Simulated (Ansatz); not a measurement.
# ClF₃H₂HfO: what the fields show

| atom | x (Å) | y (Å) | z (Å) |
| --- | --- | --- | --- |
| Hf | -0.0246 | -0.2290 | 0.0221 |
| O | -0.2365 | -0.2933 | 2.0296 |
| H | -0.6539 | 0.2384 | 2.7157 |
| F | 1.7148 | 0.1536 | -0.6771 |
| F | -0.9127 | 1.4372 | -0.2602 |
| Cl | -1.3357 | -1.7420 | -1.2515 |
| F | 1.0455 | -2.0004 | 1.1332 |
| H | 0.6384 | -1.5648 | 1.9179 |

Core potentials replace the inner electrons of Hf.

These are results of RKS B3LYP/def2-SVP (Ansatz), not measurements.

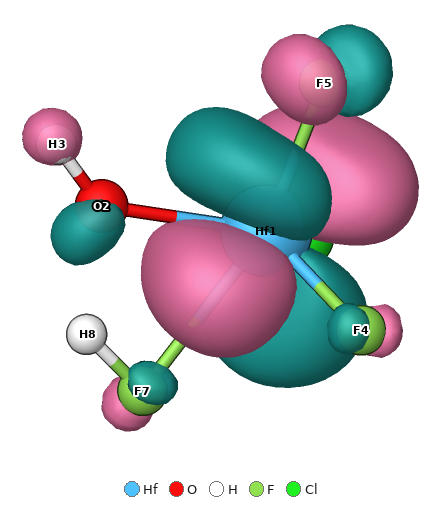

Figure 1. The LUMO at ±0.1 Å⁻³ᐟ² (teal and pink are the two phases), seen at a tilt.

### Where does this orbital lie, and at what energy?

By Hirshfeld shares it lies mainly on Hf1 (about 75 %), Cl6 (about 10 %) and F5 (about 10 %). Its energy is −1.29 eV.

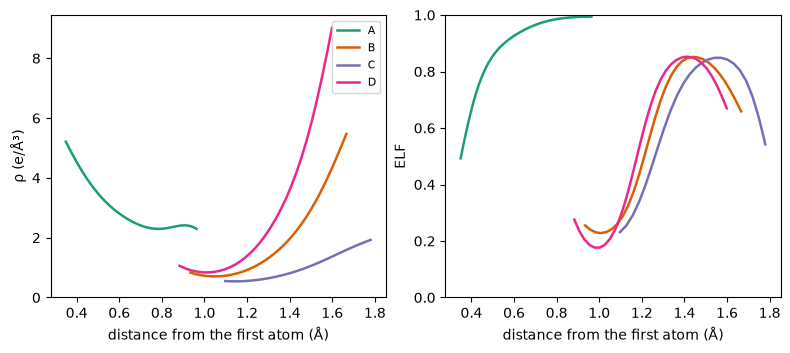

Figure 2. Electron density and electron localisation function along straight lines between neighbouring atoms. The curves leave out the atomic cores.

### Which curve belongs to which contact (Hf–Cl, Hf–F, Hf–O and O–H)? The first atom named is at distance zero.

Curve A: O–H (0.96 Å): ρ at the midpoint is about 3.6 e/Å³; the ELF climbs to about 1 towards the hydrogen, as it does in any bond to H; a covalent bond by its length. Curve B: Hf–O (2.02 Å): ρ at the midpoint is about 0.72 e/Å³; the ELF peaks at about 0.85 in the valence shell of O, 0.6 Å from its nucleus, and drops to about 0.25 between the two atoms. Curve C: Hf–Cl (2.37 Å): ρ at the midpoint is about 0.55 e/Å³; the ELF peaks at about 0.85 in the valence shell of Cl, 0.8 Å from its nucleus, and is about 0.35 at the midpoint. Curve D: Hf–F (1.91 Å): the density is about 0.88 e/Å³ at the midpoint; the ELF peaks at about 0.85 in the valence shell of F, 0.5 Å from its nucleus, and drops to about 0.20 between the two atoms.

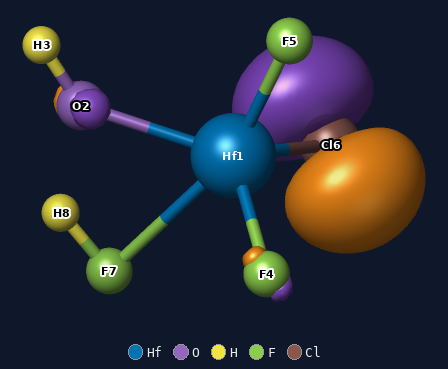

Figure 3. The HOMO−1 at ±0.2 Å⁻³ᐟ² (orange and purple are the two phases), seen at a tilt.

### What is the character of this orbital?

Its weight (Hirshfeld) is mainly on Cl6 (about 85 %); largely a lone pair of Cl6. Its energy is −9.08 eV.
